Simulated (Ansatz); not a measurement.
WH₄O₂F₄: geometry relaxation (part 2 of 2)

The same run, continued: WH₄O₂F₄; RKS revPBE/def2-SVP (Ansatz 0.2.0). The input holds or restrains some coordinates. It belongs to a series of runs on one base structure; here: pulled along the bonds that form and break, towards end A.

Trajectory as extended XYZ, continued
```
11
Properties=species:S:1:pos:R:3:forces:R:3 step=6 energy=-16842.45543
W    -0.1305   -0.0792   -0.0709    0.6665   0.1261  -0.5466
H    -0.0948   -0.1221    1.6675    0.1109  -0.0092   0.3311
F     1.7578   -0.2047   -0.0415   -0.4085  -0.3090  -0.0848
O    -0.2183    1.7811   -0.1272   -0.7058  -0.0407  -0.8000
H    -0.7252    2.3299   -0.7665    0.1294   0.1774   0.3315
F    -1.9973   -0.1349    0.0161   -0.0151  -0.1879   0.1230
F    -0.1440   -1.9583   -0.0282   -0.3103   0.0170  -0.0967
F    -0.0731   -0.1178   -1.9968   -0.0318  -0.2146  -0.1441
O     1.8168    1.8545    1.5136    0.8300  -1.4282   0.3885
H     2.4471    1.1086    1.2620   -0.5239   1.3187   0.3369
H     1.1336    1.2865    1.9503    0.2586   0.5504   0.1612
11
Properties=species:S:1:pos:R:3:forces:R:3 step=8 energy=-16842.89151
W    -0.0758   -0.0030   -0.1646   -0.2516   0.4059  -0.7461
H     0.0663   -0.1816    1.5549    0.0975   0.0119   0.1360
F     1.7972   -0.2088   -0.1449   -0.0902   0.1443  -0.0777
O    -0.2907    1.8433   -0.4449   -0.5465   0.1089  -0.4834
H    -0.9247    2.5006   -0.8500    0.6903  -0.6932   0.5070
F    -1.9250   -0.0399    0.1662    0.0165   0.1195   0.0520
F    -0.2622   -1.8636    0.0142   -0.0482  -0.1626  -0.1292
F    -0.0771   -0.4172   -2.0621    0.0412  -0.0511   0.4588
O     1.7299    1.7818    1.7074    0.0471  -0.9992   0.3497
H     2.4794    1.2402    1.3503   -0.4049   0.4389   0.2507
H     1.2550    1.0915    2.2519    0.4488   0.6767  -0.3178
11
Properties=species:S:1:pos:R:3:forces:R:3 step=11 energy=-16843.13260
W    -0.0847   -0.0214   -0.2393   -0.2406  -0.4092  -0.1402
H     0.4275   -0.3012    1.3832   -0.0672  -0.1644  -0.1462
F     1.8045   -0.0156   -0.3627   -0.0805   0.0522   0.0126
O    -0.2261    1.7955   -0.6484    0.0084   0.1197  -0.1397
H    -0.8977    2.4551   -0.9015    0.0107  -0.0550   0.0440
F    -1.8171    0.2100    0.5019    0.3705  -0.0201  -0.0424
F    -0.5116   -1.8515   -0.0090   -0.0748   0.1793  -0.0049
F     0.0011   -0.6081   -2.0570    0.0002   0.0730   0.1931
O     1.5113    1.7307    1.8310   -0.0298  -0.5139   0.5398
H     2.3211    1.3486    1.4293   -0.1411   0.1105   0.0377
H     1.2440    1.0011    2.4508    0.2441   0.6279  -0.3539
11
Properties=species:S:1:pos:R:3:forces:R:3 step=13 energy=-16843.23596
W    -0.0476   -0.0511   -0.2728   -0.0250  -0.1848   0.1222
H     0.5723   -0.4495    1.2828   -0.0467  -0.1572  -0.1508
F     1.8337    0.0128   -0.4596   -0.0801   0.0466   0.0358
O    -0.1497    1.7534   -0.7916   -0.0286   0.1999  -0.1145
H    -0.8952    2.3772   -0.8880    0.0464  -0.1257   0.0712
F    -1.6035    0.3893    0.7251    0.2219  -0.0522  -0.1545
F    -0.7512   -1.7888   -0.0388   -0.0401   0.1245   0.0559
F     0.0249   -0.6968   -2.0567   -0.0407   0.0382   0.0420
O     1.3317    1.7215    1.9249    0.1426  -0.6911   0.2984
H     2.2228    1.6071    1.5248   -0.2493   0.0526   0.0710
H     1.2340    0.8682    2.4283    0.0995   0.7492  -0.2769
11
Properties=species:S:1:pos:R:3:forces:R:3 step=16 energy=-16843.27287
W    -0.0037   -0.0641   -0.3010   -0.0001   0.0826  -0.0071
H     0.6449   -0.5163    1.2271    0.0015  -0.1161  -0.1295
F     1.8646    0.0579   -0.5296   -0.0386  -0.0206   0.0737
O    -0.0988    1.7414   -0.8913   -0.5068   0.2949   0.0430
H    -0.9060    2.2951   -0.7407    0.5379  -0.3394  -0.0483
F    -1.4783    0.5184    0.7353   -0.0168  -0.0547   0.0116
F    -0.8722   -1.7160    0.0025    0.0270   0.0793  -0.0106
F     0.0401   -0.7827   -2.0481   -0.0128  -0.0025   0.0355
O     1.2477    1.7087    1.9646    0.0019  -0.5866   0.1533
H     2.1362    1.6793    1.5531   -0.0758   0.0097   0.0445
H     1.1977    0.8217    2.4065    0.0826   0.6533  -0.1662
11
Properties=species:S:1:pos:R:3:forces:R:3 step=18 energy=-16843.28318
W    -0.0024   -0.0944   -0.3141   -0.0731   0.5075  -0.2518
H     0.6755   -0.5324    1.2015   -0.0671  -0.1661  -0.0361
F     1.8625    0.0252   -0.5591    0.0332  -0.0320   0.0709
O    -0.1313    1.7035   -0.9298    0.1071  -0.1839  -0.0489
H    -0.7322    2.3729   -0.5512   -0.0492  -0.0701   0.0609
F    -1.4649    0.4928    0.7389    0.0377  -0.0409   0.1156
F    -0.8733   -1.7372    0.0050   -0.0036  -0.0775   0.0398
F     0.0216   -0.8227   -2.0555    0.0132   0.0149   0.0512
O     1.1885    1.7444    1.9295   -0.0937  -0.5763   0.1238
H     2.0898    1.7377    1.5506    0.0107  -0.0060   0.0172
H     1.1386    0.8535    2.3625    0.0846   0.6304  -0.1425
11
Properties=species:S:1:pos:R:3:forces:R:3 step=21 energy=-16843.31219
W    -0.0082   -0.0891   -0.3175    0.1519   0.1436   0.1145
H     0.5910   -0.5613    1.2244   -0.0384  -0.1552  -0.0897
F     1.8671    0.0642   -0.4482   -0.0274   0.0007   0.0040
O    -0.2371    1.6630   -1.0075   -0.0988   0.0433   0.0223
H    -0.7095    2.3322   -0.4698    0.0760  -0.0368  -0.0182
F    -1.4156    0.4985    0.8155    0.0014   0.0393   0.0395
F    -0.9480   -1.7073   -0.0770   -0.0237  -0.0471  -0.0480
F     0.1370   -0.8187   -2.0513    0.0091  -0.0112   0.0365
O     1.2188    1.7597    1.8930   -0.1343  -0.6162   0.0439
H     2.1211    1.7454    1.5174    0.0260   0.0125  -0.0040
H     1.1555    0.8567    2.2993    0.0583   0.6271  -0.1009
11
Properties=species:S:1:pos:R:3:forces:R:3 step=23 energy=-16843.32562
W    -0.0070   -0.1040   -0.3195    0.1159   0.2102   0.1474
H     0.5968   -0.5869    1.2191   -0.0063  -0.1905  -0.1311
F     1.8672    0.0726   -0.4484   -0.0482  -0.0058   0.0131
O    -0.2923    1.6375   -1.0166   -0.0624  -0.0599   0.0463
H    -0.6033    2.3218   -0.3856    0.0572  -0.0077  -0.0485
F    -1.3606    0.4843    0.8837   -0.0064   0.0054   0.0034
F    -0.9831   -1.7086   -0.1225    0.0080   0.0446  -0.0064
F     0.1575   -0.8253   -2.0558    0.0116   0.0151   0.0323
O     1.2066    1.8067    1.8435   -0.1638  -0.7177   0.0115
H     2.1339    1.7364    1.5374   -0.0472   0.0145   0.0192
H     1.0565    0.9089    2.2432    0.1415   0.6918  -0.0872
```

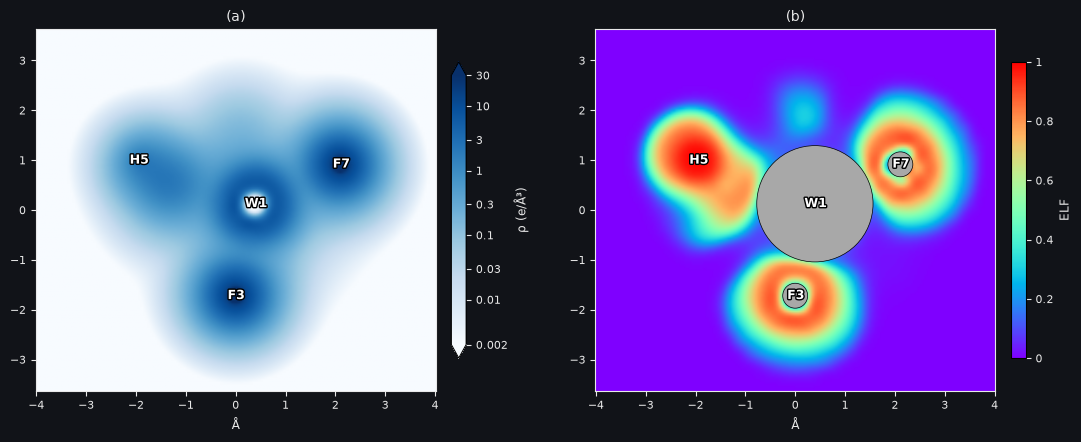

*(a) total electron density; (b) electron localisation function on the plane of atoms F3, W1 and F7. Grey discs, where drawn, cover atomic cores.*

Atoms in the plane: W, F and H.

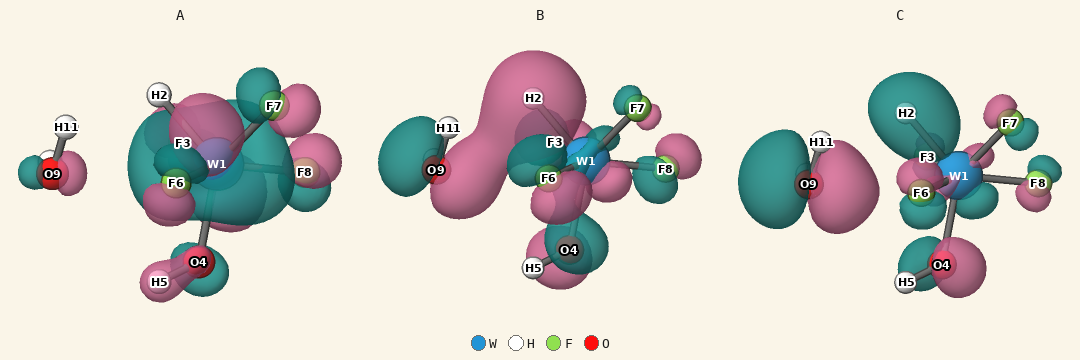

*Three frontier orbitals at ±0.1 Å⁻³ᐟ² (teal and pink are the two phases).*

B is the HOMO−1 (−8.17 eV). By Hirshfeld shares it lies mainly on O9 (25 %), H2 (15 %), W1 (15 %), F6 (15 %) and O4 (10 %). C is the HOMO (−7.52 eV). A is the LUMO (−4.61 eV). By Hirshfeld shares it lies mainly on W1 (65 %). The HOMO–LUMO gap is 2.91 eV between the orbital energies.

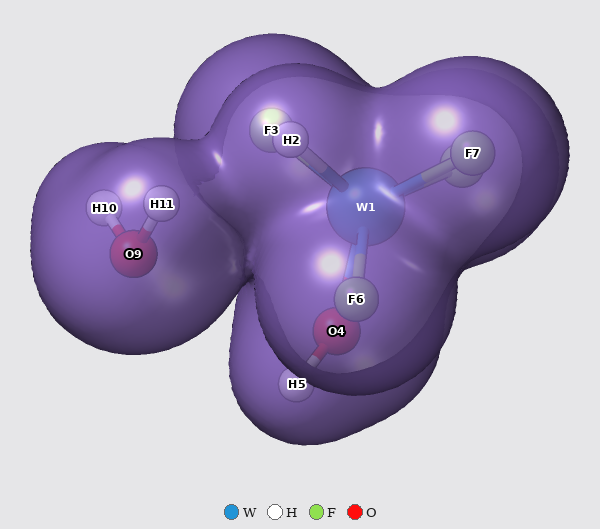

*Isosurface of the electron density at 0.06 e/Å³ (purple), seen at a tilt.*

At this value the surface is in one piece. On the grid the lowest density along these lines, outside the cores, is 0.08 e/Å³ (W···O, 3.13 Å), 1 e/Å³ (W–F, 1.89 Å), 1.1 e/Å³ (W–O, 1.90 Å) and 2.3 e/Å³ (O–H, 0.98 Å).

The run was set up as follows.

The input
```yaml
crystal:
  periodic: [false, false, false]
  atoms:
    - { symbol: W, position_ang: [0.0, 0.0, 0.0] }
    - { symbol: H, position_ang: [0.0, 0.0, 2.07] }
    - { symbol: F, position_ang: [1.85, 0.0, 0.0] }
    - { symbol: O, position_ang: [0.0, 1.94, 0.0] }
    - { symbol: H, position_ang: [-0.6343, 2.2771, -0.71] }
    - { symbol: F, position_ang: [-1.85, 0.0, 0.0] }
    - { symbol: F, position_ang: [0.0, -1.85, 0.0] }
    - { symbol: F, position_ang: [0.0, 0.0, -1.85] }
    - { symbol: O, position_ang: [1.4721, 1.5335, 0.7063] }
    - { symbol: H, position_ang: [2.2027, 1.0805, 1.2365] }
    - { symbol: H, position_ang: [0.7317, 0.7622, 1.9256] }
basis:
  gaussian: { orbitals: def2-SVP }
hamiltonian:
  xc: revpbe
relax:
  f_tol: 0.15
  max_steps: 25
  restrain:
    - { distance: [0, 8], at: 3.14, k: 30.0 }
    - { distance: [10, 1], at: 1.86, k: 30.0 }
    - { distance: [0, 1], at: 1.72, k: 30.0 }
    - { distance: [10, 8], at: 1.01, k: 30.0 }
output:
  orbitals: {}
```

Launched with:
```bash
ansatz run input.yaml --threads 4 --pin off --max-ram 5120MiB --backend cpu --events-out ev --progress --plain --runs-dir out
```

Key numbers

```csv
quantity,value
outcome,converged under the restraints of the input
total energy,−16843.3257 eV
mean-field energy,−16843.3257 eV
"largest force (length of the vector) at the end, held atoms and coordinates included",0.736 eV/Å
hardware,"4 threads of AMD EPYC (Zen 5), 32 GiB of memory available, shared host"
wall time,18 s (CPU time 65 s)
peak memory,0.22 GiB
```
